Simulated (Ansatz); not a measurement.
**C₂H₁₁NO₃Si₂: molecular dynamics (part 1 of 2)**

The run: molecular dynamics of C₂H₁₁NO₃Si₂. Method and program: RKS PBE0/STO-3G (Ansatz 0.2.0).

It belongs to a series of runs on one base structure; here: dynamics from the last frame of an earlier run. Figures and captions count atoms from 1; the log counts them from 0 in places.

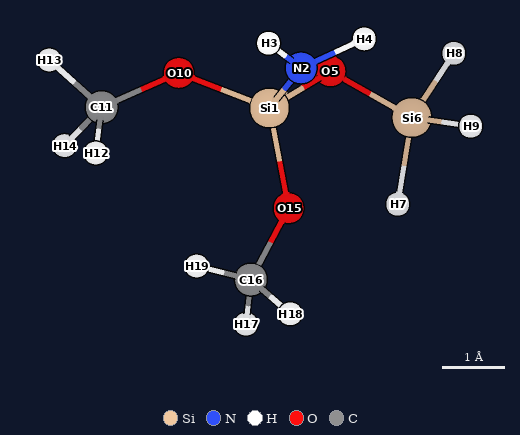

*The input geometry (ball-and-stick view, seen at a tilt; atoms are numbered from 1 in the order of the input).*

Bond lengths as drawn: C–H 1.09 to 1.25 Å, C–O 1.39 to 1.41 Å, H–N 1.08 to 1.14 Å, H–Si 1.36 to 1.54 Å, N–Si 1.71 Å and O–Si 1.59 to 1.76 Å.

**Summary**

- outcome: finished
- mean temperature over the second half: 624 K
- trajectory: 141 steps, 70.5 fs
- ensemble: nvt_langevin
- temperature in the input: 500.0 K
- time step: 0.5 fs
- potential energy (last step): −25310.5705 eV
- mean-field energy (last step): −25310.5705 eV
- largest force (length of the vector) (last step): 3.756 eV/Å
- hardware: 1 thread of Intel Xeon @ 2.50GHz (Skylake/Cascade Lake), 189 GiB of memory available, shared host
- wall time: 31 min
- peak memory: 0.18 GiB

So short a trajectory is not equilibrated. The logged temperature at the start can lie below the typed one, since it is counted over all degrees of freedom.

**Input file**
```yaml
crystal:
  periodic: [false, false, false]
  atoms:
    - { symbol: Si, position_ang: [0.035134, -0.092637, 0.229536] }
    - { symbol: "N", position_ang: [0.342211, 0.208048, 1.883365] }
    - { symbol: H, position_ang: [-0.143312, 0.830265, 2.619201] }
    - { symbol: H, position_ang: [1.463413, 0.085715, 2.066261] }
    - { symbol: O, position_ang: [1.483901, -0.094661, -0.544802] }
    - { symbol: Si, position_ang: [2.333111, -1.422404, -0.752044] }
    - { symbol: H, position_ang: [1.617593, -2.518463, -1.568904] }
    - { symbol: H, position_ang: [3.624682, -0.878929, -1.132435] }
    - { symbol: H, position_ang: [2.770245, -2.032792, 0.385794] }
    - { symbol: O, position_ang: [-0.765415, 1.154818, -0.488193] }
    - { symbol: C, position_ang: [-2.139, 1.322984, -0.664029] }
    - { symbol: H, position_ang: [-2.829482, 0.734788, 0.00115] }
    - { symbol: H, position_ang: [-2.552307, 2.421451, -0.466051] }
    - { symbol: H, position_ang: [-2.676736, 1.092255, -1.772621] }
    - { symbol: O, position_ang: [-0.338727, -1.654688, -0.501328] }
    - { symbol: C, position_ang: [-1.56119, -2.335887, -0.3462] }
    - { symbol: H, position_ang: [-1.749435, -2.92139, -1.240138] }
    - { symbol: H, position_ang: [-1.536638, -3.141646, 0.474558] }
    - { symbol: H, position_ang: [-2.372425, -1.689955, 0.097338] }
basis:
  gaussian: { orbitals: STO-3G }
hamiltonian:
  xc: pbe0
md:
  timestep: 0.5
  n_steps: 141
  ensemble: nvt_langevin
  temperature: 500.0
  initial_velocities: maxwell_boltzmann
  seed: 540663
  friction: 0.01
```

Command:
```bash
ansatz run input.yaml --threads 1 --pin off --max-ram 2048MiB --backend cpu --events-out ev --progress --plain --runs-dir out
```

**Log**
```
Engine: ansatz 0.2.0, x86_64-unknown-linux-gnu
Functional definition: PBE0
  parameter a = 0.25
  parameter kappa = 0.804
  parameter beta = 0.06672455060314922
  exchange = (1 - a)*pbe_x(kappa = kappa, mu = beta*pi^2/3) + a*exact_x
  correlation = pbe_c(beta = beta)
862 factors; integrals over basis functions are off by at most 1.3e-5 eV
mean field evaluation 1: about -25304.9800 eV, gradient 3.9e1 eV
mean field evaluation 2: about -25305.7702 eV, gradient 3.8e1 eV
mean field evaluation 4: about -25309.7955 eV, gradient 1.2e0 eV
mean field evaluation 8: about -25309.7352 eV, gradient 4.3e-2 eV
mean field -25309.73520114 eV, -930.1156130871 hartree, gradient 2.7e-5 eV, S^2 0.000000; 0 other end points of the search recorded, 0 dependent functions left out
the calculation of the forces begins
reference -25309.73522630 eV, -930.1156140119 hartree; 41, 41 occupied and 18, 18 virtual orbitals, 862 factors
md step     0: t =     0.00 fs  T =   473.7 K  F+E_penalty+E_count = -25309.73520114 eV  E_kin = 1.163340 eV  (24 SCF iters)
these checks for a lower state are left out or cut short: starts, cluster_reference, orbital_swaps, neighbouring_geometries, increment
862 factors; integrals over basis functions are off by at most 1.3e-5 eV
mean field evaluation 16: about -25309.9443 eV, gradient 1.1e0 eV
mean field -25309.88601026 eV, -930.1211552201 hartree, gradient 2.7e-5 eV, S^2 0.000000; 0 other end points of the search recorded, 0 dependent functions left out
the calculation of the forces begins
reference -25309.88603546 eV, -930.1211561463 hartree; 41, 41 occupied and 18, 18 virtual orbitals, 862 factors
md step     1: t =     0.50 fs  T =   549.8 K  F+E_penalty+E_count = -25309.88601026 eV  E_kin = 1.350353 eV  (27 SCF iters)
[... from here on the SCF iterations and repeated set-up lines of each step are left out, up to the last step ...]
md step     2: t =     1.00 fs  T =   644.5 K  F+E_penalty+E_count = -25310.13105569 eV  E_kin = 1.582731 eV  (27 SCF iters)
md step     3: t =     1.50 fs  T =   746.5 K  F+E_penalty+E_count = -25310.40263866 eV  E_kin = 1.833415 eV  (28 SCF iters)
md step     4: t =     2.00 fs  T =   866.5 K  F+E_penalty+E_count = -25310.63408783 eV  E_kin = 2.128017 eV  (28 SCF iters)
md step     5: t =     2.50 fs  T =   904.1 K  F+E_penalty+E_count = -25310.74698116 eV  E_kin = 2.220489 eV  (28 SCF iters)
md step     6: t =     3.00 fs  T =   909.6 K  F+E_penalty+E_count = -25310.70452355 eV  E_kin = 2.233998 eV  (28 SCF iters)
md step     7: t =     3.50 fs  T =   862.0 K  F+E_penalty+E_count = -25310.55283128 eV  E_kin = 2.117070 eV  (27 SCF iters)
md step     8: t =     4.00 fs  T =   801.9 K  F+E_penalty+E_count = -25310.40523369 eV  E_kin = 1.969477 eV  (27 SCF iters)
md step     9: t =     4.50 fs  T =   792.0 K  F+E_penalty+E_count = -25310.36633940 eV  E_kin = 1.945154 eV  (26 SCF iters)
md step    10: t =     5.00 fs  T =   847.5 K  F+E_penalty+E_count = -25310.46945635 eV  E_kin = 2.081467 eV  (27 SCF iters)
md step    11: t =     5.50 fs  T =   931.7 K  F+E_penalty+E_count = -25310.67101879 eV  E_kin = 2.288186 eV  (28 SCF iters)
md step    12: t =     6.00 fs  T =  1005.7 K  F+E_penalty+E_count = -25310.86529223 eV  E_kin = 2.469853 eV  (28 SCF iters)
md step    13: t =     6.50 fs  T =  1065.4 K  F+E_penalty+E_count = -25310.96430239 eV  E_kin = 2.616486 eV  (28 SCF iters)
md step    14: t =     7.00 fs  T =  1016.6 K  F+E_penalty+E_count = -25310.93227144 eV  E_kin = 2.496600 eV  (28 SCF iters)
md step    15: t =     7.50 fs  T =   930.3 K  F+E_penalty+E_count = -25310.78824881 eV  E_kin = 2.284778 eV  (28 SCF iters)
md step    16: t =     8.00 fs  T =   863.3 K  F+E_penalty+E_count = -25310.58618885 eV  E_kin = 2.120155 eV  (28 SCF iters)
md step    17: t =     8.50 fs  T =   795.5 K  F+E_penalty+E_count = -25310.38514323 eV  E_kin = 1.953703 eV  (26 SCF iters)
md step    18: t =     9.00 fs  T =   751.0 K  F+E_penalty+E_count = -25310.23455086 eV  E_kin = 1.844319 eV  (28 SCF iters)
md step    19: t =     9.50 fs  T =   719.3 K  F+E_penalty+E_count = -25310.16976288 eV  E_kin = 1.766528 eV  (28 SCF iters)
md step    20: t =    10.00 fs  T =   736.8 K  F+E_penalty+E_count = -25310.20773388 eV  E_kin = 1.809620 eV  (28 SCF iters)
md step    21: t =    10.50 fs  T =   796.4 K  F+E_penalty+E_count = -25310.32682460 eV  E_kin = 1.955836 eV  (28 SCF iters)
md step    22: t =    11.00 fs  T =   878.1 K  F+E_penalty+E_count = -25310.46908129 eV  E_kin = 2.156579 eV  (28 SCF iters)
md step    23: t =    11.50 fs  T =   885.5 K  F+E_penalty+E_count = -25310.57886965 eV  E_kin = 2.174721 eV  (28 SCF iters)
md step    24: t =    12.00 fs  T =   894.4 K  F+E_penalty+E_count = -25310.63285468 eV  E_kin = 2.196604 eV  (28 SCF iters)
md step    25: t =    12.50 fs  T =   886.0 K  F+E_penalty+E_count = -25310.63595510 eV  E_kin = 2.176035 eV  (28 SCF iters)
md step    26: t =    13.00 fs  T =   907.9 K  F+E_penalty+E_count = -25310.60519454 eV  E_kin = 2.229837 eV  (28 SCF iters)
md step    27: t =    13.50 fs  T =   880.1 K  F+E_penalty+E_count = -25310.56150067 eV  E_kin = 2.161515 eV  (28 SCF iters)
md step    28: t =    14.00 fs  T =   873.6 K  F+E_penalty+E_count = -25310.52061734 eV  E_kin = 2.145615 eV  (28 SCF iters)
md step    29: t =    14.50 fs  T =   870.7 K  F+E_penalty+E_count = -25310.52219019 eV  E_kin = 2.138438 eV  (28 SCF iters)
md step    30: t =    15.00 fs  T =   920.4 K  F+E_penalty+E_count = -25310.59285817 eV  E_kin = 2.260408 eV  (28 SCF iters)
md step    31: t =    15.50 fs  T =   982.8 K  F+E_penalty+E_count = -25310.69471145 eV  E_kin = 2.413628 eV  (28 SCF iters)
md step    32: t =    16.00 fs  T =  1013.3 K  F+E_penalty+E_count = -25310.77641568 eV  E_kin = 2.488546 eV  (28 SCF iters)
md step    33: t =    16.50 fs  T =  1024.7 K  F+E_penalty+E_count = -25310.79240842 eV  E_kin = 2.516635 eV  (28 SCF iters)
md step    34: t =    17.00 fs  T =  1009.6 K  F+E_penalty+E_count = -25310.72394078 eV  E_kin = 2.479518 eV  (28 SCF iters)
md step    35: t =    17.50 fs  T =   933.9 K  F+E_penalty+E_count = -25310.59494774 eV  E_kin = 2.293551 eV  (28 SCF iters)
md step    36: t =    18.00 fs  T =   850.1 K  F+E_penalty+E_count = -25310.45659142 eV  E_kin = 2.087818 eV  (25 SCF iters)
md step    37: t =    18.50 fs  T =   766.5 K  F+E_penalty+E_count = -25310.35349282 eV  E_kin = 1.882475 eV  (28 SCF iters)
md step    38: t =    19.00 fs  T =   750.8 K  F+E_penalty+E_count = -25310.31386403 eV  E_kin = 1.843942 eV  (28 SCF iters)
md step    39: t =    19.50 fs  T =   730.2 K  F+E_penalty+E_count = -25310.35609080 eV  E_kin = 1.793349 eV  (28 SCF iters)
md step    40: t =    20.00 fs  T =   782.2 K  F+E_penalty+E_count = -25310.47947757 eV  E_kin = 1.920914 eV  (28 SCF iters)
md step    41: t =    20.50 fs  T =   860.5 K  F+E_penalty+E_count = -25310.64201864 eV  E_kin = 2.113350 eV  (28 SCF iters)
md step    42: t =    21.00 fs  T =   905.3 K  F+E_penalty+E_count = -25310.78698540 eV  E_kin = 2.223446 eV  (28 SCF iters)
md step    43: t =    21.50 fs  T =   936.8 K  F+E_penalty+E_count = -25310.88024906 eV  E_kin = 2.300606 eV  (28 SCF iters)
md step    44: t =    22.00 fs  T =   951.1 K  F+E_penalty+E_count = -25310.90886147 eV  E_kin = 2.335814 eV  (28 SCF iters)
md step    45: t =    22.50 fs  T =   931.3 K  F+E_penalty+E_count = -25310.87791807 eV  E_kin = 2.287208 eV  (28 SCF iters)
md step    46: t =    23.00 fs  T =   903.0 K  F+E_penalty+E_count = -25310.81099585 eV  E_kin = 2.217593 eV  (28 SCF iters)
md step    47: t =    23.50 fs  T =   885.2 K  F+E_penalty+E_count = -25310.72533522 eV  E_kin = 2.173885 eV  (28 SCF iters)
md step    48: t =    24.00 fs  T =   848.1 K  F+E_penalty+E_count = -25310.63764321 eV  E_kin = 2.082786 eV  (28 SCF iters)
md step    49: t =    24.50 fs  T =   809.4 K  F+E_penalty+E_count = -25310.56559429 eV  E_kin = 1.987830 eV  (28 SCF iters)
md step    50: t =    25.00 fs  T =   803.7 K  F+E_penalty+E_count = -25310.53370111 eV  E_kin = 1.973833 eV  (28 SCF iters)
md step    51: t =    25.50 fs  T =   817.2 K  F+E_penalty+E_count = -25310.55023968 eV  E_kin = 2.006937 eV  (28 SCF iters)
md step    52: t =    26.00 fs  T =   809.3 K  F+E_penalty+E_count = -25310.59767557 eV  E_kin = 1.987586 eV  (28 SCF iters)
md step    53: t =    26.50 fs  T =   829.9 K  F+E_penalty+E_count = -25310.63881225 eV  E_kin = 2.038078 eV  (28 SCF iters)
md step    54: t =    27.00 fs  T =   833.4 K  F+E_penalty+E_count = -25310.63482978 eV  E_kin = 2.046790 eV  (26 SCF iters)
md step    55: t =    27.50 fs  T =   809.3 K  F+E_penalty+E_count = -25310.57411778 eV  E_kin = 1.987554 eV  (28 SCF iters)
md step    56: t =    28.00 fs  T =   744.8 K  F+E_penalty+E_count = -25310.48055125 eV  E_kin = 1.829072 eV  (28 SCF iters)
md step    57: t =    28.50 fs  T =   728.4 K  F+E_penalty+E_count = -25310.38480839 eV  E_kin = 1.788835 eV  (28 SCF iters)
md step    58: t =    29.00 fs  T =   671.0 K  F+E_penalty+E_count = -25310.30241013 eV  E_kin = 1.647892 eV  (28 SCF iters)
md step    59: t =    29.50 fs  T =   649.6 K  F+E_penalty+E_count = -25310.25152451 eV  E_kin = 1.595370 eV  (28 SCF iters)
md step    60: t =    30.00 fs  T =   661.4 K  F+E_penalty+E_count = -25310.25480206 eV  E_kin = 1.624452 eV  (28 SCF iters)
md step    61: t =    30.50 fs  T =   662.0 K  F+E_penalty+E_count = -25310.31233151 eV  E_kin = 1.625804 eV  (28 SCF iters)
md step    62: t =    31.00 fs  T =   687.3 K  F+E_penalty+E_count = -25310.41627419 eV  E_kin = 1.687848 eV  (28 SCF iters)
md step    63: t =    31.50 fs  T =   760.4 K  F+E_penalty+E_count = -25310.55788961 eV  E_kin = 1.867392 eV  (28 SCF iters)
md step    64: t =    32.00 fs  T =   821.8 K  F+E_penalty+E_count = -25310.70679499 eV  E_kin = 2.018264 eV  (28 SCF iters)
md step    65: t =    32.50 fs  T =   875.1 K  F+E_penalty+E_count = -25310.83557510 eV  E_kin = 2.149087 eV  (28 SCF iters)
md step    66: t =    33.00 fs  T =   894.1 K  F+E_penalty+E_count = -25310.91748812 eV  E_kin = 2.195876 eV  (28 SCF iters)
md step    67: t =    33.50 fs  T =   891.1 K  F+E_penalty+E_count = -25310.92919458 eV  E_kin = 2.188559 eV  (28 SCF iters)
md step    68: t =    34.00 fs  T =   842.2 K  F+E_penalty+E_count = -25310.86693573 eV  E_kin = 2.068345 eV  (28 SCF iters)
md step    69: t =    34.50 fs  T =   821.7 K  F+E_penalty+E_count = -25310.76769585 eV  E_kin = 2.017989 eV  (28 SCF iters)
md step    70: t =    35.00 fs  T =   744.6 K  F+E_penalty+E_count = -25310.68242729 eV  E_kin = 1.828744 eV  (28 SCF iters)
md step    71: t =    35.50 fs  T =   723.8 K  F+E_penalty+E_count = -25310.66584061 eV  E_kin = 1.777579 eV  (28 SCF iters)
md step    72: t =    36.00 fs  T =   708.1 K  F+E_penalty+E_count = -25310.72771445 eV  E_kin = 1.739143 eV  (28 SCF iters)
md step    73: t =    36.50 fs  T =   723.9 K  F+E_penalty+E_count = -25310.82314649 eV  E_kin = 1.777862 eV  (26 SCF iters)
md step    74: t =    37.00 fs  T =   758.6 K  F+E_penalty+E_count = -25310.90384143 eV  E_kin = 1.863116 eV  (28 SCF iters)
md step    75: t =    37.50 fs  T =   770.0 K  F+E_penalty+E_count = -25310.95431533 eV  E_kin = 1.890961 eV  (28 SCF iters)
md step    76: t =    38.00 fs  T =   779.8 K  F+E_penalty+E_count = -25310.96492546 eV  E_kin = 1.915045 eV  (28 SCF iters)
md step    77: t =    38.50 fs  T =   770.0 K  F+E_penalty+E_count = -25310.92033736 eV  E_kin = 1.891180 eV  (28 SCF iters)
md step    78: t =    39.00 fs  T =   723.9 K  F+E_penalty+E_count = -25310.82311195 eV  E_kin = 1.777893 eV  (28 SCF iters)
md step    79: t =    39.50 fs  T =   668.2 K  F+E_penalty+E_count = -25310.69560330 eV  E_kin = 1.641059 eV  (28 SCF iters)
md step    80: t =    40.00 fs  T =   628.9 K  F+E_penalty+E_count = -25310.56809412 eV  E_kin = 1.544626 eV  (28 SCF iters)
md step    81: t =    40.50 fs  T =   573.4 K  F+E_penalty+E_count = -25310.46270462 eV  E_kin = 1.408123 eV  (28 SCF iters)
md step    82: t =    41.00 fs  T =   549.5 K  F+E_penalty+E_count = -25310.40375027 eV  E_kin = 1.349567 eV  (28 SCF iters)
md step    83: t =    41.50 fs  T =   551.2 K  F+E_penalty+E_count = -25310.41181658 eV  E_kin = 1.353724 eV  (28 SCF iters)
md step    84: t =    42.00 fs  T =   572.5 K  F+E_penalty+E_count = -25310.47581936 eV  E_kin = 1.406137 eV  (28 SCF iters)
md step    85: t =    42.50 fs  T =   603.7 K  F+E_penalty+E_count = -25310.57381217 eV  E_kin = 1.482752 eV  (28 SCF iters)
md step    86: t =    43.00 fs  T =   630.8 K  F+E_penalty+E_count = -25310.66113673 eV  E_kin = 1.549200 eV  (28 SCF iters)
md step    87: t =    43.50 fs  T =   628.5 K  F+E_penalty+E_count = -25310.69144054 eV  E_kin = 1.543633 eV  (28 SCF iters)
md step    88: t =    44.00 fs  T =   620.3 K  F+E_penalty+E_count = -25310.64804490 eV  E_kin = 1.523425 eV  (28 SCF iters)
md step    89: t =    44.50 fs  T =   583.8 K  F+E_penalty+E_count = -25310.54139561 eV  E_kin = 1.433734 eV  (28 SCF iters)
md step    90: t =    45.00 fs  T =   522.3 K  F+E_penalty+E_count = -25310.41812686 eV  E_kin = 1.282769 eV  (28 SCF iters)
md step    91: t =    45.50 fs  T =   481.0 K  F+E_penalty+E_count = -25310.34589262 eV  E_kin = 1.181296 eV  (28 SCF iters)
md step    92: t =    46.00 fs  T =   498.2 K  F+E_penalty+E_count = -25310.36312627 eV  E_kin = 1.223560 eV  (26 SCF iters)
md step    93: t =    46.50 fs  T =   536.0 K  F+E_penalty+E_count = -25310.44474946 eV  E_kin = 1.316313 eV  (28 SCF iters)
md step    94: t =    47.00 fs  T =   567.7 K  F+E_penalty+E_count = -25310.55185169 eV  E_kin = 1.394215 eV  (28 SCF iters)
md step    95: t =    47.50 fs  T =   570.3 K  F+E_penalty+E_count = -25310.65065414 eV  E_kin = 1.400581 eV  (28 SCF iters)
md step    96: t =    48.00 fs  T =   584.8 K  F+E_penalty+E_count = -25310.71774859 eV  E_kin = 1.436340 eV  (28 SCF iters)
md step    97: t =    48.50 fs  T =   596.0 K  F+E_penalty+E_count = -25310.74584641 eV  E_kin = 1.463690 eV  (28 SCF iters)
md step    98: t =    49.00 fs  T =   604.2 K  F+E_penalty+E_count = -25310.73022600 eV  E_kin = 1.483923 eV  (28 SCF iters)
md step    99: t =    49.50 fs  T =   559.5 K  F+E_penalty+E_count = -25310.68192937 eV  E_kin = 1.373997 eV  (27 SCF iters)
md step   100: t =    50.00 fs  T =   550.5 K  F+E_penalty+E_count = -25310.62702963 eV  E_kin = 1.352038 eV  (27 SCF iters)
md step   101: t =    50.50 fs  T =   537.1 K  F+E_penalty+E_count = -25310.58795672 eV  E_kin = 1.319157 eV  (27 SCF iters)
md step   102: t =    51.00 fs  T =   555.6 K  F+E_penalty+E_count = -25310.58842414 eV  E_kin = 1.364441 eV  (27 SCF iters)
md step   103: t =    51.50 fs  T =   614.6 K  F+E_penalty+E_count = -25310.62740440 eV  E_kin = 1.509374 eV  (27 SCF iters)
md step   104: t =    52.00 fs  T =   648.4 K  F+E_penalty+E_count = -25310.69426378 eV  E_kin = 1.592483 eV  (27 SCF iters)
md step   105: t =    52.50 fs  T =   681.6 K  F+E_penalty+E_count = -25310.77540889 eV  E_kin = 1.673898 eV  (28 SCF iters)
md step   106: t =    53.00 fs  T =   693.3 K  F+E_penalty+E_count = -25310.83617175 eV  E_kin = 1.702822 eV  (28 SCF iters)
md step   107: t =    53.50 fs  T =   724.2 K  F+E_penalty+E_count = -25310.85367482 eV  E_kin = 1.778560 eV  (28 SCF iters)
md step   108: t =    54.00 fs  T =   705.6 K  F+E_penalty+E_count = -25310.81341977 eV  E_kin = 1.732936 eV  (28 SCF iters)
md step   109: t =    54.50 fs  T =   655.0 K  F+E_penalty+E_count = -25310.71064316 eV  E_kin = 1.608692 eV  (28 SCF iters)
md step   110: t =    55.00 fs  T =   591.0 K  F+E_penalty+E_count = -25310.57256306 eV  E_kin = 1.451556 eV  (28 SCF iters)
md step   111: t =    55.50 fs  T =   534.2 K  F+E_penalty+E_count = -25310.45953244 eV  E_kin = 1.311870 eV  (25 SCF iters)
md step   112: t =    56.00 fs  T =   527.2 K  F+E_penalty+E_count = -25310.42683371 eV  E_kin = 1.294750 eV  (28 SCF iters)
md step   113: t =    56.50 fs  T =   543.9 K  F+E_penalty+E_count = -25310.46820636 eV  E_kin = 1.335896 eV  (28 SCF iters)
md step   114: t =    57.00 fs  T =   577.1 K  F+E_penalty+E_count = -25310.54121048 eV  E_kin = 1.417231 eV  (28 SCF iters)
md step   115: t =    57.50 fs  T =   626.1 K  F+E_penalty+E_count = -25310.60386548 eV  E_kin = 1.537781 eV  (28 SCF iters)
md step   116: t =    58.00 fs  T =   654.1 K  F+E_penalty+E_count = -25310.62372807 eV  E_kin = 1.606342 eV  (28 SCF iters)
md step   117: t =    58.50 fs  T =   631.6 K  F+E_penalty+E_count = -25310.57337816 eV  E_kin = 1.551250 eV  (28 SCF iters)
md step   118: t =    59.00 fs  T =   590.9 K  F+E_penalty+E_count = -25310.46057454 eV  E_kin = 1.451161 eV  (28 SCF iters)
md step   119: t =    59.50 fs  T =   522.8 K  F+E_penalty+E_count = -25310.33018098 eV  E_kin = 1.283874 eV  (28 SCF iters)
md step   120: t =    60.00 fs  T =   486.0 K  F+E_penalty+E_count = -25310.22762056 eV  E_kin = 1.193701 eV  (28 SCF iters)
md step   121: t =    60.50 fs  T =   471.1 K  F+E_penalty+E_count = -25310.17165114 eV  E_kin = 1.157041 eV  (28 SCF iters)
md step   122: t =    61.00 fs  T =   463.7 K  F+E_penalty+E_count = -25310.17619703 eV  E_kin = 1.138796 eV  (28 SCF iters)
md step   123: t =    61.50 fs  T =   483.6 K  F+E_penalty+E_count = -25310.23941031 eV  E_kin = 1.187722 eV  (28 SCF iters)
md step   124: t =    62.00 fs  T =   535.4 K  F+E_penalty+E_count = -25310.34251768 eV  E_kin = 1.314837 eV  (28 SCF iters)
md step   125: t =    62.50 fs  T =   555.0 K  F+E_penalty+E_count = -25310.46496690 eV  E_kin = 1.363037 eV  (28 SCF iters)
md step   126: t =    63.00 fs  T =   601.7 K  F+E_penalty+E_count = -25310.59462983 eV  E_kin = 1.477832 eV  (28 SCF iters)
md step   127: t =    63.50 fs  T =   609.6 K  F+E_penalty+E_count = -25310.71970753 eV  E_kin = 1.497220 eV  (28 SCF iters)
md step   128: t =    64.00 fs  T =   661.0 K  F+E_penalty+E_count = -25310.81879063 eV  E_kin = 1.623445 eV  (28 SCF iters)
md step   129: t =    64.50 fs  T =   720.7 K  F+E_penalty+E_count = -25310.87497217 eV  E_kin = 1.769886 eV  (26 SCF iters)
md step   130: t =    65.00 fs  T =   728.9 K  F+E_penalty+E_count = -25310.88216999 eV  E_kin = 1.790092 eV  (28 SCF iters)
md step   131: t =    65.50 fs  T =   729.3 K  F+E_penalty+E_count = -25310.85361587 eV  E_kin = 1.791141 eV  (28 SCF iters)
md step   132: t =    66.00 fs  T =   732.3 K  F+E_penalty+E_count = -25310.81115187 eV  E_kin = 1.798585 eV  (28 SCF iters)
md step   133: t =    66.50 fs  T =   711.8 K  F+E_penalty+E_count = -25310.76882658 eV  E_kin = 1.748024 eV  (28 SCF iters)
md step   134: t =    67.00 fs  T =   703.8 K  F+E_penalty+E_count = -25310.74330179 eV  E_kin = 1.728384 eV  (28 SCF iters)
md step   135: t =    67.50 fs  T =   695.0 K  F+E_penalty+E_count = -25310.73783487 eV  E_kin = 1.706933 eV  (28 SCF iters)
md step   136: t =    68.00 fs  T =   712.0 K  F+E_penalty+E_count = -25310.74923207 eV  E_kin = 1.748565 eV  (28 SCF iters)
md step   137: t =    68.50 fs  T =   712.0 K  F+E_penalty+E_count = -25310.76365231 eV  E_kin = 1.748751 eV  (28 SCF iters)
md step   138: t =    69.00 fs  T =   706.1 K  F+E_penalty+E_count = -25310.76117492 eV  E_kin = 1.734198 eV  (28 SCF iters)
```
